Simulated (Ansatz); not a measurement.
# Al2HCl (triplet): the correlation ladder at a displaced geometry (v1), cc-pVDZ

Aim: climb from Hartree-Fock through coupled cluster for Al2HCl (triplet) at one geometry and basis, and see what each rung misses.

Program: Ansatz 0.2.0, Gaussian basis. Level of theory: cc-pVDZ, core rule «outside noble gas», up to 15 orbitals frozen. These are calculated values, not measurements.

To be run: UHF; CCSD(T) on ROHF; CCSD(T) on UHF; BCCD(T) on ROHF; CISD; CCSDT(Q) on ROHF; CCSDT(Q) on UHF.

14 further runs of the same task are left out: 3 that didn't finish, 11 set aside as unsound or not needed.

## (1) The geometry

The geometry is a PBE0/def2-TZVP stationary point (not a proven minimum) with its atoms shifted at random (size 0.040 Å).

4 atoms, charge 0, spin multiplicity 3.

Atoms are counted from 1 here; the program's logs count them from 0.

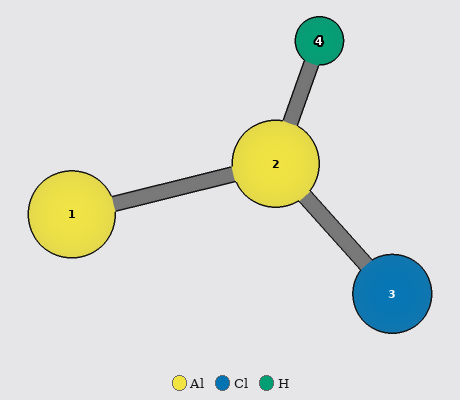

The geometry (aluminium yellow, chlorine blue, hydrogen teal); atoms are numbered from 1 in the order of the file.

In the tables R marks a restricted open-shell determinant and U an unrestricted one; energies count from the table's Hartree-Fock row.

## (2) UHF

Contents of in.yaml:

```yaml
crystal:
  periodic: [false, false, false]
  atoms:
    - {symbol: Al, position_ang: [-0.017610, -0.406703, 2.257984]}
    - {symbol: Al, position_ang: [-0.018443, 0.805280, 0.023182]}
    - {symbol: Cl, position_ang: [0.029521, -0.370978, -1.732689]}
    - {symbol: H, position_ang: [-0.073256, 2.379149, -0.119407]}
basis:
  gaussian: {orbitals: cc-pVDZ}
magnetization: {spin_polarized: true, initial_magnetization: 2}
hamiltonian: {xc: hf}
output: {orbitals: {seedname: orbitals}}
```

Launch:

```bash
ansatz run in.yaml --threads 1 --pin off --events-out ev --progress --plain --max-ram 2393MiB
```

What it wrote:

```text
Functional definition: HF
  name "HF"
  cite "Fock, Z. Phys. 61, 126 (1930) doi:10.1007/BF01340294"
  parent pbe
  exchange = exact_x
  correlation = 0
600 factors; integrals over basis functions are off by at most 8.8e-4 eV
mean field evaluation 1: about -25684.3054 eV, gradient 9.9e0 eV
mean field evaluation 2: about -25684.3094 eV, gradient 9.9e0 eV
mean field evaluation 4: about -25685.8236 eV, gradient 1.8e0 eV
mean field evaluation 8: about -25685.9754 eV, gradient 2.1e-1 eV
mean field evaluation 16: about -25684.8305 eV, gradient 6.7e0 eV
mean field evaluation 32: about -25685.8167 eV, gradient 4.4e-1 eV
mean field evaluation 64: about -25685.9707 eV, gradient 2.1e-1 eV
mean field -25685.98066355 eV, -943.9423788023 hartree, gradient 1.8e-5 eV, S^2 2.016686; 3 other end points of the search recorded, 0 dependent functions left out
reference -25685.98066355 eV, -943.9423788023 hartree; 23, 21 occupied and 36, 38 virtual orbitals, 600 factors
Total energy: -25685.98066355 eV, -943.9423788023 hartree
```

It took 3.8 s on 1 thread of Arm Neoverse N1, shared host.

From the report: ⟨S²⟩ of the determinant 2.017 (pure triplet: 2.00).

## (3) CCSD(T) on ROHF

in.yaml, as its differences from that of step 2:

```diff
@@ -9,4 +9,3 @@
   gaussian: {orbitals: cc-pVDZ}
-magnetization: {spin_polarized: true, initial_magnetization: 2}
-hamiltonian: {xc: hf}
-output: {orbitals: {seedname: orbitals}}
+magnetization: {spin_polarized: false, initial_magnetization: 2}
+correlation: {method: ccsd_t, electrons: outside_noble_gas}
```

Same command.

What it wrote, cut to the lines that bear on the results:

```text
Functional definition: HF
  name "HF"
  cite "Fock, Z. Phys. 61, 126 (1930) doi:10.1007/BF01340294"
  parent pbe
[...]
600 factors; integrals over basis functions are off by at most 8.8e-4 eV
[...]
mean field -25685.89363522 eV, -943.9391805704 hartree, gradient 3.7e-6 eV, S^2 2.000000; 8 other end points of the search recorded, 0 dependent functions left out
[...]
determinant -25685.89363522 eV, -943.9391805704 hartree, with singles and doubles -25693.01203019 eV, -944.2007767605 hartree
determinant -25685.54129799 eV, -943.9262324158 hartree, with singles and doubles -25692.55358899 eV, -944.1839293569 hartree
determinant -25683.68719888 eV, -943.8580955303 hartree, with singles and doubles -25691.12624597 eV, -944.1314754684 hartree
determinant -25682.72394553 eV, -943.8226966228 hartree, with singles and doubles -25690.21172293 eV, -944.0978673667 hartree
determinant -25685.89363522 eV, -943.9391805704 hartree, with singles and doubles -25693.01282094 eV, -944.2008058200 hartree
determinant -25685.54129799 eV, -943.9262324158 hartree, with singles and doubles -25692.55431905 eV, -944.1839561864 hartree
15 core orbitals not correlated: weight in the atoms' cores, before any rotation towards them, 1.000 or more for the frozen orbitals, at most 0.000 for the correlated occupied ones
reference -25685.89363522 eV, -943.9391805704 hartree; 8, 6 occupied and 36, 38 virtual orbitals, 600 factors
second order -6.06652839 eV of doubles, -0.04454445 eV of singles
cycle   1  -7.11918605 eV  change   -3.3e-7 eV  update   3.8e-6
perturbative correction -0.19042559 eV, -0.0069980112 hartree
Total energy: -25693.20324686 eV, -944.2078038433 hartree
```

Run time: 18 s. Hardware: 1 thread of Arm Neoverse N1, shared host.

From the report: correlation -7.3096 eV; T1 0.033; largest double amplitude 0.08.

## (4) CCSD(T) on UHF

in.yaml, as its differences from that of step 3:

```diff
@@ -9,3 +9,3 @@
   gaussian: {orbitals: cc-pVDZ}
-magnetization: {spin_polarized: false, initial_magnetization: 2}
+magnetization: {spin_polarized: true, initial_magnetization: 2}
 correlation: {method: ccsd_t, electrons: outside_noble_gas}
```

Launched as before.

What it wrote, cut to the lines that bear on the results:

```text
Functional definition: HF
  name "HF"
  cite "Fock, Z. Phys. 61, 126 (1930) doi:10.1007/BF01340294"
  parent pbe
[...]
600 factors; integrals over basis functions are off by at most 8.8e-4 eV
[...]
mean field -25685.98066355 eV, -943.9423788023 hartree, gradient 3.9e-6 eV, S^2 2.016686; 10 other end points of the search recorded, 0 dependent functions left out
determinant -25685.98066355 eV, -943.9423788023 hartree, with singles and doubles -25693.01747124 eV, -944.2009767154 hartree
determinant -25685.60738016 eV, -943.9286608910 hartree, with singles and doubles -25692.55747045 eV, -944.1840719981 hartree
determinant -25684.07693021 eV, -943.8724178927 hartree, with singles and doubles -25691.07652058 eV, -944.1296480942 hartree
determinant -25682.86803387 eV, -943.8279917715 hartree, with singles and doubles -25690.21564330 eV, -944.0980114378 hartree
determinant -25685.98066355 eV, -943.9423788023 hartree, with singles and doubles -25693.01869792 eV, -944.2010217950 hartree
determinant -25685.60738016 eV, -943.9286608910 hartree, with singles and doubles -25692.55843483 eV, -944.1841074384 hartree
15 core orbitals not correlated: weight in the atoms' cores, before any rotation towards them, 1.000 or more for the frozen orbitals, at most 0.000 for the correlated occupied ones
reference -25685.98066355 eV, -943.9423788023 hartree; 8, 6 occupied and 36, 38 virtual orbitals, 600 factors
second order -6.03876159 eV of doubles, -0.00000000 eV of singles
cycle   1  -7.03803317 eV  change    1.2e-6 eV  update   2.9e-6
perturbative correction -0.18513883 eV, -0.0068037264 hartree
Total energy: -25693.20383555 eV, -944.2078254772 hartree
```

Run time: 22 s. Hardware: 1 thread of Arm Neoverse N1, shared host.

From the report: ⟨S²⟩ of the determinant 2.017 (pure triplet: 2.00); correlation -7.2232 eV; T1 0.024; largest double amplitude 0.08.

## (5) BCCD(T) on ROHF

in.yaml, as its differences from that of step 4:

```diff
@@ -9,3 +9,3 @@
   gaussian: {orbitals: cc-pVDZ}
-magnetization: {spin_polarized: true, initial_magnetization: 2}
-correlation: {method: ccsd_t, electrons: outside_noble_gas}
+magnetization: {spin_polarized: false, initial_magnetization: 2}
+correlation: {method: bccd_t, electrons: outside_noble_gas}
```

Launched as before.

What it wrote, cut to the lines that bear on the results:

```text
Functional definition: HF
  name "HF"
  cite "Fock, Z. Phys. 61, 126 (1930) doi:10.1007/BF01340294"
  parent pbe
[...]
600 factors; integrals over basis functions are off by at most 8.8e-4 eV
[...]
mean field -25685.89363522 eV, -943.9391805704 hartree, gradient 3.7e-6 eV, S^2 2.000000; 8 other end points of the search recorded, 0 dependent functions left out
[...]
determinant -25685.89363522 eV, -943.9391805704 hartree, with singles and doubles -25693.01203019 eV, -944.2007767605 hartree
determinant -25685.54129799 eV, -943.9262324158 hartree, with singles and doubles -25692.55358899 eV, -944.1839293569 hartree
determinant -25683.68719888 eV, -943.8580955303 hartree, with singles and doubles -25691.12624597 eV, -944.1314754684 hartree
determinant -25682.72394553 eV, -943.8226966228 hartree, with singles and doubles -25690.21172293 eV, -944.0978673667 hartree
determinant -25685.89363522 eV, -943.9391805704 hartree, with singles and doubles -25693.01282094 eV, -944.2008058200 hartree
determinant -25685.54129799 eV, -943.9262324158 hartree, with singles and doubles -25692.55431905 eV, -944.1839561864 hartree
15 core orbitals not correlated: weight in the atoms' cores, before any rotation towards them, 1.000 or more for the frozen orbitals, at most 0.000 for the correlated occupied ones
reference -25685.89363522 eV, -943.9391805704 hartree; 8, 6 occupied and 36, 38 virtual orbitals, 600 factors
second order -6.06652839 eV of doubles, -0.04454445 eV of singles
cycle   1  -7.12629748 eV  change   -7.1e-3 eV  update   1.1e-2
[...]
cycle  10  -7.12071484 eV  change    3.5e-6 eV  update   8.9e-6
perturbative correction -0.19174042 eV, -0.0070463306 hartree
Total energy: -25693.20609049 eV, -944.2079083448 hartree
```

Wall time 20 s (1 thread of Arm Neoverse N1, shared host).

From the report: correlation -7.3125 eV; largest double amplitude 0.08.

## (6) CISD

in.yaml, as its differences from that of step 5:

```diff
@@ -10,2 +10,2 @@
 magnetization: {spin_polarized: false, initial_magnetization: 2}
-correlation: {method: bccd_t, electrons: outside_noble_gas}
+correlation: {active_space: {ras: {orbitals: [6, 2, 36], electrons: 14, max_holes: 2, max_particles: 2}, fixed_orbitals: true}}
```

Same command.

What it wrote:

```text
Functional definition: HF
  name "HF"
  cite "Fock, Z. Phys. 61, 126 (1930) doi:10.1007/BF01340294"
  parent pbe
  exchange = exact_x
  correlation = 0
600 factors; integrals over basis functions are off by at most 8.8e-4 eV
mean field evaluation 1: about -25684.3912 eV, gradient 1.2e1 eV
mean field evaluation 2: about -25684.3950 eV, gradient 1.2e1 eV
mean field evaluation 4: about -25685.7702 eV, gradient 1.5e0 eV
mean field evaluation 8: about -25685.8830 eV, gradient 2.9e-1 eV
mean field evaluation 16: about -25685.8607 eV, gradient 5.2e-1 eV
mean field evaluation 32: about -25685.6129 eV, gradient 5.8e-1 eV
mean field -25685.89363522 eV, -943.9391805704 hartree, gradient 3.7e-6 eV, S^2 2.000000; 4 other end points of the search recorded, 0 dependent functions left out
reference -25685.89363522 eV, -943.9391805704 hartree; 23, 21 occupied and 36, 38 virtual orbitals, 600 factors
state -25692.27222174 eV, -944.1735893012 hartree
Total energy: -25692.27222174 eV, -944.1735893012 hartree
```

Run time: 12 s. Hardware: 1 thread of Arm Neoverse N1, shared host.

From the report: 403,696 determinants.

## (7) CCSDT(Q) on ROHF

in.yaml, as its differences from that of step 6:

```diff
@@ -10,2 +10,2 @@
 magnetization: {spin_polarized: false, initial_magnetization: 2}
-correlation: {active_space: {ras: {orbitals: [6, 2, 36], electrons: 14, max_holes: 2, max_particles: 2}, fixed_orbitals: true}}
+correlation: {method: ccsdt_q, electrons: outside_noble_gas}
```

The command is unchanged.

What it wrote, cut to the lines that bear on the results:

```text
Functional definition: HF
  name "HF"
  cite "Fock, Z. Phys. 61, 126 (1930) doi:10.1007/BF01340294"
  parent pbe
[...]
1128 factors; integrals over basis functions are off by at most 1.8e-7 eV
[...]
mean field -25685.89372403 eV, -943.9391838339 hartree, gradient 3.7e-6 eV, S^2 2.000000; 8 other end points of the search recorded, 0 dependent functions left out
[...]
determinant -25685.89372403 eV, -943.9391838339 hartree, with singles and doubles -25693.01212999 eV, -944.2007804279 hartree
determinant -25685.54138590 eV, -943.9262356465 hartree, with singles and doubles -25692.55368784 eV, -944.1839329898 hartree
determinant -25683.68730119 eV, -943.8580992902 hartree, with singles and doubles -25691.12635244 eV, -944.1314793815 hartree
determinant -25682.72404172 eV, -943.8227001578 hartree, with singles and doubles -25690.21183392 eV, -944.0978714457 hartree
determinant -25685.89372403 eV, -943.9391838339 hartree, with singles and doubles -25693.01292133 eV, -944.2008095091 hartree
determinant -25685.54138590 eV, -943.9262356465 hartree, with singles and doubles -25692.55441810 eV, -944.1839598264 hartree
[...]
15 core orbitals not correlated: weight in the atoms' cores, before any rotation towards them, 1.000 or more for the frozen orbitals, at most 0.000 for the correlated occupied ones
reference -25685.89372403 eV, -943.9391838339 hartree; 8, 6 occupied and 36, 38 virtual orbitals, 1128 factors
second order -6.06656354 eV of doubles, -0.04454506 eV of singles
cycle   1  -6.79132635 eV  change   -6.8e-1 eV  update   9.1e-2
[...]
cycle  20  -7.34801148 eV  change   -2.7e-8 eV  update   9.7e-7
perturbative correction -0.01537983 eV, -0.0005651983 hartree
Total energy: -25693.25711534 eV, -944.2097834734 hartree
```

Run time: 5 min. Hardware: 1 thread of Arm Neoverse N1, shared host; peak memory 1 GiB.

From the report: correlation -7.3634 eV; T1 0.036; largest double amplitude 0.10.

## (8) CCSDT(Q) on UHF

in.yaml, as its differences from that of step 7:

```diff
@@ -9,3 +9,3 @@
   gaussian: {orbitals: cc-pVDZ}
-magnetization: {spin_polarized: false, initial_magnetization: 2}
+magnetization: {spin_polarized: true, initial_magnetization: 2}
 correlation: {method: ccsdt_q, electrons: outside_noble_gas}
```

The command is unchanged.

What it wrote, cut to the lines that bear on the results:

```text
Functional definition: HF
  name "HF"
  cite "Fock, Z. Phys. 61, 126 (1930) doi:10.1007/BF01340294"
  parent pbe
[...]
1128 factors; integrals over basis functions are off by at most 1.8e-7 eV
[...]
mean field -25685.98075393 eV, -943.9423821237 hartree, gradient 3.9e-6 eV, S^2 2.016687; 10 other end points of the search recorded, 0 dependent functions left out
determinant -25685.98075393 eV, -943.9423821237 hartree, with singles and doubles -25693.01757177 eV, -944.2009804097 hartree
determinant -25685.60746892 eV, -943.9286641528 hartree, with singles and doubles -25692.55756964 eV, -944.1840756434 hartree
determinant -25684.07703271 eV, -943.8724216595 hartree, with singles and doubles -25691.07662435 eV, -944.1296519077 hartree
determinant -25682.86813137 eV, -943.8279953546 hartree, with singles and doubles -25690.21575346 eV, -944.0980154861 hartree
determinant -25685.98075393 eV, -943.9423821237 hartree, with singles and doubles -25693.01879859 eV, -944.2010254945 hartree
determinant -25685.60746892 eV, -943.9286641528 hartree, with singles and doubles -25692.55853403 eV, -944.1841110840 hartree
15 core orbitals not correlated: weight in the atoms' cores, before any rotation towards them, 1.000 or more for the frozen orbitals, at most 0.000 for the correlated occupied ones
reference -25685.98075393 eV, -943.9423821237 hartree; 8, 6 occupied and 36, 38 virtual orbitals, 1128 factors
second order -6.03879530 eV of doubles, -0.00000000 eV of singles
cycle   1  -6.72289920 eV  change   -6.8e-1 eV  update   8.9e-2
[...]
cycle  20  -7.26160976 eV  change   -2.3e-7 eV  update   1.3e-6
perturbative correction -0.01563882 eV, -0.0005747160 hartree
Total energy: -25693.25800251 eV, -944.2098160763 hartree
```

Run time: 4.6 min. Hardware: 1 thread of Arm Neoverse N1, shared host; peak memory 0.79 GiB.

From the report: ⟨S²⟩ of the determinant 2.017 (pure triplet: 2.00); correlation -7.2772 eV; T1 0.027; largest double amplitude 0.10.

## (9) The ladder

The yardstick is UCCSDT(Q), where the cluster series has nearly closed. Rows without a time come out of other runs: HF, MP2 and CCSD of CCSD(T), CCSDT of CCSDT(Q).

Differences are taken before rounding.

```
   method  energy from the lowest RHF (meV)  from UCCSDT(Q) (meV)     time
      RHF                               0.0               +7364.4         
      UHF                             -87.0               +7277.3         
     RMP2                           -6111.1               +1253.3         
     UMP2                           -6125.8               +1238.6         
     CISD                           -6378.6                +985.8     12 s
    RCCSD                           -7119.2                +245.2         
    UCCSD                           -7125.1                +239.3         
 RCCSD(T)                           -7309.6                 +54.8     18 s
 UCCSD(T)                           -7310.2                 +54.2     22 s
  BCCD(T)                           -7312.5                 +51.9     20 s
   RCCSDT                           -7348.1                 +16.3         
   UCCSDT                           -7348.7                 +15.6         
RCCSDT(Q)                           -7363.5                  +0.9    5 min
UCCSDT(Q)                           -7364.4                     0  4.6 min
```

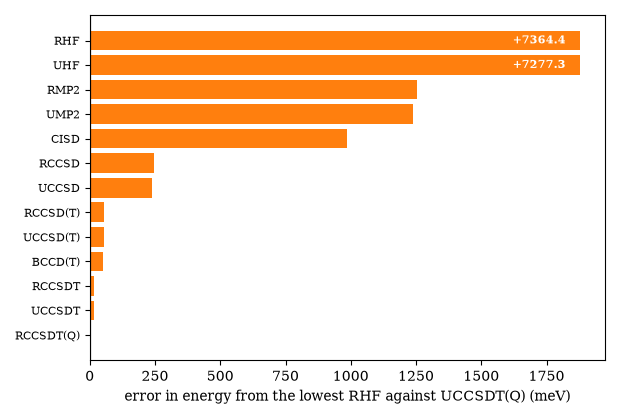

How far each level lands from UCCSDT(Q). Bars with a number in them are cut short.

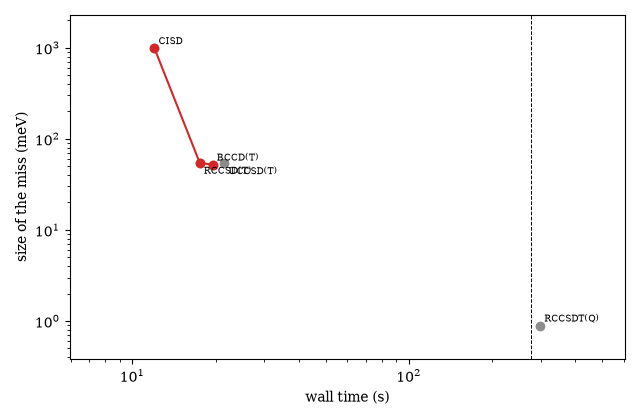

Accuracy for the time spent; red marks the levels that beat every quicker one drawn (of those quicker than the yardstick), and the dashed line is the time of UCCSDT(Q). Times are from a shared host.

## (10) Outcome

| quantity | value |
| --- | --- |
| UCCSDT(Q) below the RHF energy | -7.3644 eV |
| RMP2 from UCCSDT(Q) | +1253.3 meV |
| UMP2 from UCCSDT(Q) | +1238.6 meV |
| RCCSD from UCCSDT(Q) | +245.2 meV |
| RCCSD(T) from UCCSDT(Q) | +54.8 meV |
| UCCSD(T) from UCCSDT(Q) | +54.2 meV |
| RCCSDT(Q) from UCCSDT(Q) | +0.9 meV |
| levels within 1 kcal/mol (43 meV) | RCCSDT, UCCSDT, RCCSDT(Q) |
| T1 diagnostic | 0.033 |

What this shows: RCCSD(T) misses by +54.8 meV, 0.7 % of the correlation energy. These misses are within one basis, not against nature; the frozen cores of restricted and unrestricted runs differ, which can shift their rows.

For cost: BCCD(T) gets within 51.9 meV in 20 s, where UCCSDT(Q) took 4.6 min; the quickest level in the cost chart, CISD, takes 12 s and misses by 985.8 meV.
